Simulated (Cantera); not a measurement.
Feed: 1 mol Si, 0.67 mol HCl, 2.7 mol H2, at 1 atm.

These are equilibrium values from Cantera (NASA tables, ideal gas, pure condensed phases), not measurements of a reactor. Candidate condensed phases: Si; 19 gas species. The tables' values for SiCl3 are old estimates; treat these amounts as uncertain. The numbers say what is thermodynamically allowed, not how fast it happens.

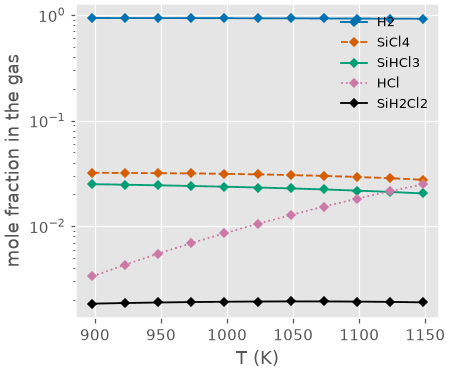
Fig. 1. Equilibrium gas composition (values under 1e-9 drawn at 1e-9)

From 898 K to 1148 K the condensed part is Si(s). The main Si-bearing gas is SiCl4 throughout. The share of Si in condensed phases is highest at 1148 K (82.9 %) and lowest at 898 K (81.2 %).
